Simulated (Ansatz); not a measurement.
## Geometry relaxation, with input and output: SiH5ClF2

- system: SiH5ClF2
- method: RKS PBE-D4/def2-SVP (Ansatz 0.2.0)

It belongs to a series of runs on one base structure; here: end point B relaxed. Figures and captions count atoms from 1; the log counts them from 0 in places.

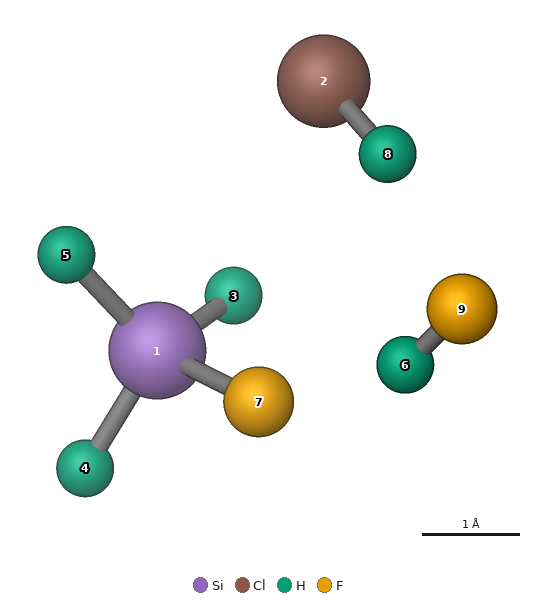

The starting structure (ball-and-stick view, seen at a tilt; atoms are numbered from 1 in the order of the input). Bond lengths as drawn: Cl–H 1.32 Å, F–H 0.92 Å, F–Si 1.67 Å and H–Si 1.50 Å.

**The input**
```yaml
crystal:
  periodic: [false, false, false]
  atoms:
    - { symbol: Si, position_ang: [-0.68143, 1.296101, -0.588256] }
    - { symbol: Cl, position_ang: [1.936094, -0.895044, -0.936722] }
    - { symbol: H, position_ang: [-0.739427, 0.602159, -1.912117] }
    - { symbol: H, position_ang: [-1.833179, 2.250586, -0.450889] }
    - { symbol: H, position_ang: [0.613961, 2.011773, -0.368837] }
    - { symbol: H, position_ang: [-0.224441, -1.58032, 1.725175] }
    - { symbol: F, position_ang: [-0.889218, 0.169305, 0.625501] }
    - { symbol: H, position_ang: [1.464331, -1.566429, 0.092896] }
    - { symbol: F, position_ang: [0.353409, -2.288232, 1.813148] }
basis:
  gaussian: { orbitals: def2-SVP }
hamiltonian:
  xc: pbe
  dispersion: d4
relax:
  f_tol: 0.03
  max_steps: 50
output:
  orbitals: {}
```

Run on 2 threads of Arm Neoverse V1, 24 GiB of memory available, shared host.

Command:
```bash
ansatz run input.yaml --threads 2 --pin off --max-ram 3072MiB --backend cpu --events-out ev --progress --plain --runs-dir out
```

**Log**
```
The last accepted step is kept in [file] (removed where the run ends without a failure and the disk answers)
Engine: ansatz 0.2.0, aarch64-unknown-linux-gnu
Functional definition: PBE
  parameter kappa = 0.804
  parameter beta = 0.06672455060314922
  exchange = pbe_x(kappa = kappa, mu = beta*pi^2/3)
  correlation = pbe_c(beta = beta)
977 factors; their error is unknown
mean field evaluation 1: about -25888.5719 eV, gradient 4.2e1 eV
mean field evaluation 2: about -25883.3828 eV, gradient 7.4e1 eV
mean field evaluation 4: about -25891.3100 eV, gradient 3.7e0 eV
mean field evaluation 8: about -25891.3322 eV, gradient 3.6e-2 eV
mean field evaluation 16: about -25891.2669 eV, gradient 3.6e-5 eV
mean field -25891.26688825 eV, -951.4865084120 hartree, gradient 3.6e-5 eV, S^2 0.000000; 0 other end points of the search recorded, 0 dependent functions left out
the calculation of the forces begins
reference -25891.26692164 eV, -951.4865096391 hartree; 27, 27 occupied and 62, 62 virtual orbitals, 977 factors
relax step   1: F+E_penalty+E_count = -25891.39304919 eV  Δ(F+E_penalty+E_count) = +0.000e0 eV  max|allowed force component| = 1.101e0 eV/Å  Δτ_max = 0.0000 Å  (25 SCF iters, accepted)
these checks for a lower state are left out or cut short: starts, cluster_reference, orbital_swaps, neighbouring_geometries, increment
977 factors; their error is unknown
mean field -25891.38643176 eV, -951.4909015553 hartree, gradient 1.6e-5 eV, S^2 0.000000; 0 other end points of the search recorded, 0 dependent functions left out
the calculation of the forces begins
reference -25891.38646467 eV, -951.4909027645 hartree; 27, 27 occupied and 62, 62 virtual orbitals, 977 factors
relax step   2: F+E_penalty+E_count = -25891.51663559 eV  Δ(F+E_penalty+E_count) = -1.236e-1 eV  max|allowed force component| = 3.973e-1 eV/Å  Δτ_max = 0.1980 Å  (27 SCF iters, accepted)
these checks for a lower state are left out or cut short: starts, cluster_reference, orbital_swaps, neighbouring_geometries, increment
977 factors; their error is unknown
mean field -25891.45179137 eV, -951.4933034764 hartree, gradient 1.2e-5 eV, S^2 0.000000; 0 other end points of the search recorded, 0 dependent functions left out
the calculation of the forces begins
reference -25891.45182351 eV, -951.4933046577 hartree; 27, 27 occupied and 62, 62 virtual orbitals, 977 factors
relax step   3: F+E_penalty+E_count = -25891.58634335 eV  Δ(F+E_penalty+E_count) = -6.971e-2 eV  max|allowed force component| = 1.943e-1 eV/Å  Δτ_max = 0.1950 Å  (27 SCF iters, accepted)
these checks for a lower state are left out or cut short: starts, cluster_reference, orbital_swaps, neighbouring_geometries, increment
977 factors; their error is unknown
mean field evaluation 32: about -25891.5392 eV, gradient 1.1e-1 eV
mean field -25891.47463592 eV, -951.4941429983 hartree, gradient 1.7e-5 eV, S^2 0.000000; 0 other end points of the search recorded, 0 dependent functions left out
the calculation of the forces begins
reference -25891.47466792 eV, -951.4941441744 hartree; 27, 27 occupied and 62, 62 virtual orbitals, 977 factors
relax step   4: F+E_penalty+E_count = -25891.60771503 eV  Δ(F+E_penalty+E_count) = -2.137e-2 eV  max|allowed force component| = 2.874e-1 eV/Å  Δτ_max = 0.1886 Å  (28 SCF iters, accepted)
these checks for a lower state are left out or cut short: starts, cluster_reference, orbital_swaps, neighbouring_geometries, increment
977 factors; their error is unknown
mean field -25891.46589164 eV, -951.4938216519 hartree, gradient 2.6e-5 eV, S^2 0.000000; 0 other end points of the search recorded, 0 dependent functions left out
the calculation of the forces begins
reference -25891.46592323 eV, -951.4938228128 hartree; 27, 27 occupied and 62, 62 virtual orbitals, 977 factors
relax step   5: F+E_penalty+E_count = -25891.60525259 eV  Δ(F+E_penalty+E_count) = +2.462e-3 eV  max|allowed force component| = 2.133e-1 eV/Å  Δτ_max = 0.1944 Å  (28 SCF iters, rejected (line search))
these checks for a lower state are left out or cut short: starts, cluster_reference, orbital_swaps, neighbouring_geometries, increment
977 factors; their error is unknown
mean field -25891.47919601 eV, -951.4943105783 hartree, gradient 1.3e-5 eV, S^2 0.000000; 0 other end points of the search recorded, 0 dependent functions left out
the calculation of the forces begins
reference -25891.47922767 eV, -951.4943117420 hartree; 27, 27 occupied and 62, 62 virtual orbitals, 977 factors
relax step   6: F+E_penalty+E_count = -25891.61427131 eV  Δ(F+E_penalty+E_count) = -6.556e-3 eV  max|allowed force component| = 2.362e-1 eV/Å  Δτ_max = 0.0972 Å  (28 SCF iters, accepted)
these checks for a lower state are left out or cut short: starts, cluster_reference, orbital_swaps, neighbouring_geometries, increment
977 factors; their error is unknown
mean field -25891.48242862 eV, -951.4944293748 hartree, gradient 1.3e-5 eV, S^2 0.000000; 0 other end points of the search recorded, 0 dependent functions left out
the calculation of the forces begins
reference -25891.48246033 eV, -951.4944305400 hartree; 27, 27 occupied and 62, 62 virtual orbitals, 977 factors
relax step   7: F+E_penalty+E_count = -25891.61758757 eV  Δ(F+E_penalty+E_count) = -3.316e-3 eV  max|allowed force component| = 2.778e-2 eV/Å  Δτ_max = 0.0130 Å  (27 SCF iters, accepted)
977 factors; their error is unknown
mean field evaluation 64: about -25891.5365 eV, gradient 2.6e0 eV
```

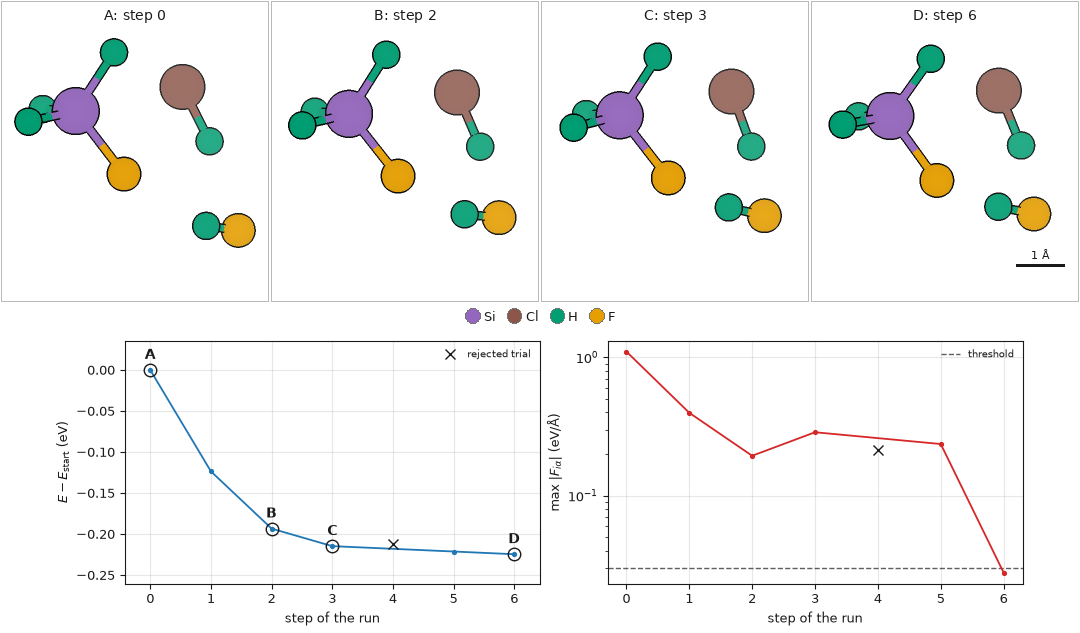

Frames of the relaxation (ball-and-stick view, seen at a tilt) above the curves, on which the letters mark them (the first geometry is step 0 here and step 1 in the log).

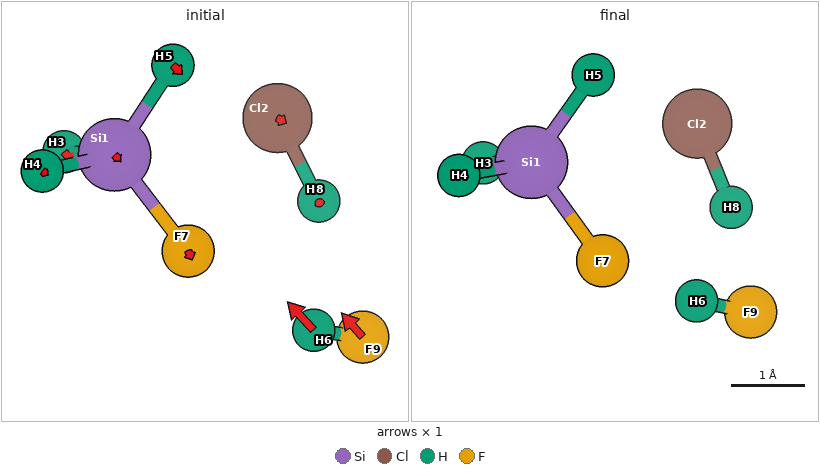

Before (left) and after (right) the relaxation, at one scale (ball-and-stick view, seen at a tilt). The red arrows give the displacements, at true length. H6 moves most after the best rigid fit: 0.55 Å. By element the largest moves are H 0.55 Å, F 0.46 Å, Cl 0.17 Å, Si 0.14 Å. Distances before and after: H6–F9 0.918 → 0.956 Å, Cl2–H8 1.317 → 1.325 Å, Si1–F7 1.669 → 1.676 Å. The energy falls by 0.225 eV in 6 geometry steps. The largest force component goes from 1.1 to 0.028 eV/Å. The line search rejected the trial step at point 4 (counted from 0) and went back. (Atoms are counted from 1 in the order of the input.)

```
mean field -25891.48242862 eV, -951.4944293748 hartree, gradient 1.3e-5 eV, S^2 0.000000; 1 other end points of the search recorded, 0 dependent functions left out
the calculation of the forces begins
reference -25891.48246033 eV, -951.4944305400 hartree; 27, 27 occupied and 62, 62 virtual orbitals, 977 factors
Total energy: -25891.61761928 eV, -951.4993975397 hartree
Atom 0 at    -0.681606     1.191949    -0.494141 Å, force     0.010871     0.014043    -0.003144 eV/Å
Atom 1 at     1.993998    -1.028103    -0.854458 Å, force     0.005669     0.004558    -0.011527 eV/Å
Atom 2 at    -0.748786     0.448279    -1.787134 Å, force    -0.003924     0.002206    -0.002576 eV/Å
Atom 3 at    -1.808166     2.173777    -0.377481 Å, force    -0.006986     0.004638    -0.007003 eV/Å
Atom 4 at     0.632658     1.855310    -0.247573 Å, force     0.007802     0.010869    -0.007971 eV/Å
Atom 5 at    -0.207853    -1.212734     1.315902 Å, force     0.004161    -0.004987     0.002989 eV/Å
Atom 6 at    -0.952943     0.103601     0.751229 Å, force    -0.008819    -0.027776     0.018099 eV/Å
Atom 7 at     1.405080    -1.577809     0.197171 Å, force    -0.005137    -0.008329     0.014428 eV/Å
Atom 8 at     0.367719    -1.954370     1.496383 Å, force    -0.003637     0.004778    -0.003294 eV/Å
Dipole moment:    -0.360398     0.425088    -0.071221 e Å
```

**Trajectory as extended XYZ (Å, eV, eV/Å), 7 frames, from step=1 to step=7**
```
9
Properties=species:S:1:pos:R:3:forces:R:3 step=1 energy=-25891.39305
Si   -0.6814    1.2961   -0.5883   -0.0720  -0.2095   0.2522
Cl    1.9361   -0.8950   -0.9367   -0.1057  -0.2385   0.3117
H    -0.7394    0.6022   -1.9121   -0.0070   0.0077   0.0025
H    -1.8332    2.2506   -0.4509    0.0076  -0.0001  -0.0027
H     0.6140    2.0118   -0.3688   -0.0081   0.0036  -0.0019
H    -0.2244   -1.5803    1.7252   -0.8172   1.1008  -0.2455
F    -0.8892    0.1693    0.6255    0.1229   0.0136  -0.1073
H     1.4643   -1.5664    0.0929    0.0186   0.1187  -0.1134
F     0.3534   -2.2882    1.8131    0.8610  -0.7963  -0.0956
9
Properties=species:S:1:pos:R:3:forces:R:3 step=2 energy=-25891.51664
Si   -0.6842    1.2671   -0.5580    0.0780  -0.0765   0.0095
Cl    1.9437   -0.9747   -0.8717   -0.0064  -0.0438   0.0416
H    -0.7460    0.5895   -1.8905   -0.0179  -0.0165   0.0276
H    -1.8382    2.2184   -0.4141   -0.0103  -0.0568   0.0628
H     0.6062    1.9967   -0.3527   -0.0150  -0.0142   0.0249
H    -0.2358   -1.4760    1.6159   -0.1934   0.3973  -0.2030
F    -0.8521    0.1223    0.6418   -0.0042  -0.0222   0.0260
H     1.4079   -1.5798    0.1632   -0.0562  -0.0061   0.0725
F     0.3986   -2.1636    1.6661    0.2254  -0.1613  -0.0618
9
Properties=species:S:1:pos:R:3:forces:R:3 step=3 energy=-25891.58634
Si   -0.6696    1.2259   -0.5306    0.0522   0.1230  -0.1645
Cl    1.9283   -1.0102   -0.8385    0.0786   0.0615  -0.1296
H    -0.7447    0.5507   -1.8633    0.0018  -0.0250   0.0424
H    -1.8285    2.1691   -0.3732   -0.0022  -0.0550   0.0570
H     0.6154    1.9625   -0.3211   -0.0104  -0.0419   0.0251
H    -0.2235   -1.3555    1.4630   -0.0242   0.1943  -0.1498
F    -0.8460    0.0857    0.6707   -0.0526  -0.1145   0.1480
H     1.3689   -1.5702    0.2115   -0.0551  -0.0777   0.1310
F     0.3997   -2.0581    1.5814    0.0119  -0.0648   0.0405
9
Properties=species:S:1:pos:R:3:forces:R:3 step=4 energy=-25891.60771
Si   -0.6814    1.2076   -0.5055   -0.0096   0.2102  -0.1671
Cl    2.0299   -1.0881   -0.8375   -0.0579   0.0337   0.0168
H    -0.7592    0.5114   -1.8254    0.0178  -0.0294   0.0287
H    -1.8437    2.1412   -0.3297    0.0272  -0.0115  -0.0169
H     0.6095    1.9275   -0.2853    0.0073  -0.0397   0.0074
H    -0.2160   -1.2142    1.3383    0.2330  -0.2874   0.0448
F    -0.8802    0.0841    0.7108   -0.0800  -0.0804   0.1383
H     1.3945   -1.5980    0.2066    0.0142  -0.0268   0.0218
F     0.3466   -1.9717    1.5275   -0.1520   0.2315  -0.0738
9
Properties=species:S:1:pos:R:3:forces:R:3 step=5 energy=-25891.60525 accepted=F
Si   -0.6559    1.1880   -0.5085    0.0636   0.0831  -0.1479
Cl    1.8784   -0.9662   -0.8389    0.0087  -0.1736   0.1878
H    -0.7232    0.4749   -1.8193   -0.0382   0.0296   0.0029
H    -1.8121    2.1295   -0.3458    0.0031   0.0104  -0.0060
H     0.6446    1.8868   -0.2801   -0.0322   0.0281   0.0074
H    -0.1970   -1.2253    1.3199   -0.0567   0.0757  -0.0317
F    -0.8777    0.0708    0.7141   -0.1101  -0.0400   0.1403
H     1.3839   -1.5840    0.2401    0.0446   0.1384  -0.2133
F     0.3592   -1.9747    1.5184    0.1172  -0.1516   0.0605
9
Properties=species:S:1:pos:R:3:forces:R:3 step=6 energy=-25891.61427
Si   -0.6791    1.1996   -0.4953   -0.0864  -0.2292   0.2290
Cl    1.9840   -1.0321   -0.8550   -0.0148  -0.0183   0.0379
H    -0.7449    0.4504   -1.7855    0.0062   0.0114   0.0014
H    -1.8125    2.1766   -0.3856    0.0259  -0.0034   0.0033
H     0.6355    1.8665   -0.2496   -0.0229  -0.0128   0.0098
H    -0.2007   -1.2211    1.3153   -0.1285   0.1650  -0.0405
F    -0.9640    0.1003    0.7573    0.0971   0.2039  -0.2362
H     1.4046   -1.5838    0.2055    0.0258   0.0270  -0.0559
F     0.3772   -1.9566    1.4928    0.0976  -0.1436   0.0512
9
Properties=species:S:1:pos:R:3:forces:R:3 step=7 energy=-25891.61759
Si   -0.6816    1.1919   -0.4941    0.0109   0.0140  -0.0031
Cl    1.9940   -1.0281   -0.8545    0.0057   0.0046  -0.0115
H    -0.7488    0.4483   -1.7871   -0.0039   0.0022  -0.0026
H    -1.8082    2.1738   -0.3775   -0.0070   0.0046  -0.0070
H     0.6327    1.8553   -0.2476    0.0078   0.0109  -0.0080
H    -0.2079   -1.2127    1.3159    0.0042  -0.0050   0.0030
F    -0.9529    0.1036    0.7512   -0.0088  -0.0278   0.0181
H     1.4051   -1.5778    0.1972   -0.0051  -0.0083   0.0144
F     0.3677   -1.9544    1.4964   -0.0036   0.0048  -0.0033
```

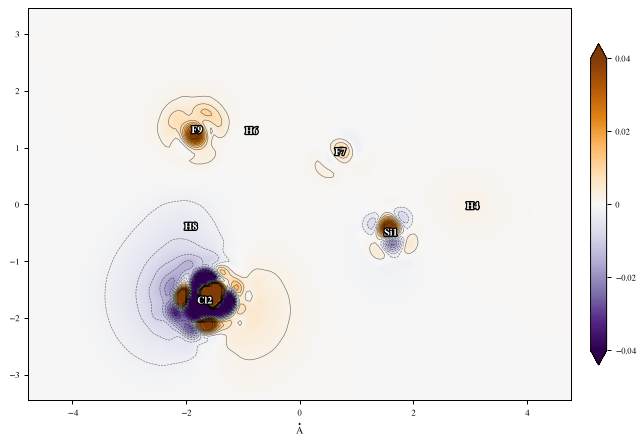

The HOMO on the plane of atoms H4, Si1 and F7 (values in Å⁻³ᐟ²; the overall sign is arbitrary). Its energy is −7.11 eV.

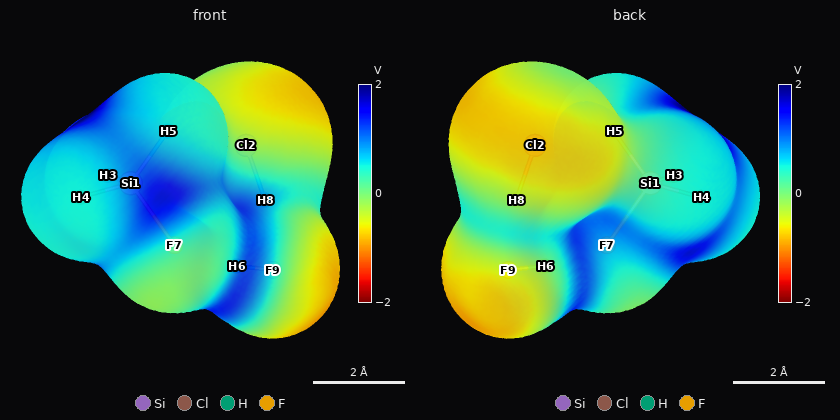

The molecular electrostatic potential painted on the density surface at 0.002 e/bohr³, seen at a tilt and from behind; the colour scale runs from red (negative) to blue (positive).

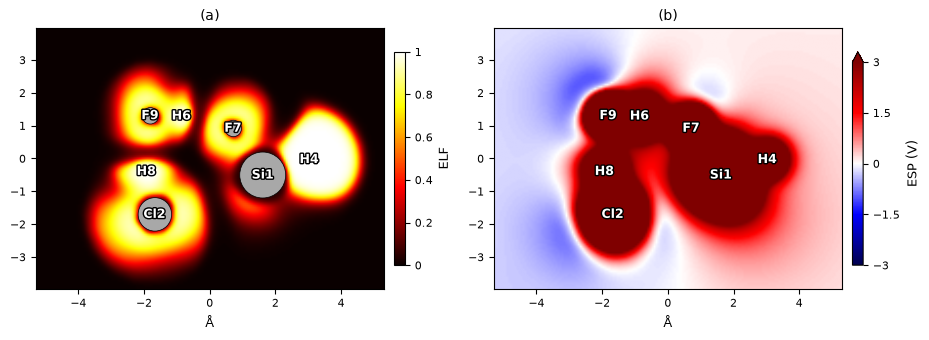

(a) ELF; (b) molecular electrostatic potential on the plane of atoms H4, Si1 and F7. Grey discs, where drawn, cover atomic cores. The section cuts through Si, Cl, H and F sites. F7···H6 (1.61 Å): the ELF is only about 0.15 between them (by its geometry a hydrogen bond between the two molecules, with no shared pair). Si–F (1.68 Å): the ELF peaks at about 0.85 between the atoms. Si–H (1.50 Å): the ELF climbs to about 1 towards the hydrogen.

**Summary**

| quantity | value |
| --- | --- |
| outcome | converged |
| total energy | −25891.6176 eV |
| mean-field energy | −25891.4825 eV |
| largest force (length of the vector) at the end | 0.034 eV/Å |
| wall time | 12 s (CPU time 22 s) |
| peak memory | 0.12 GiB |
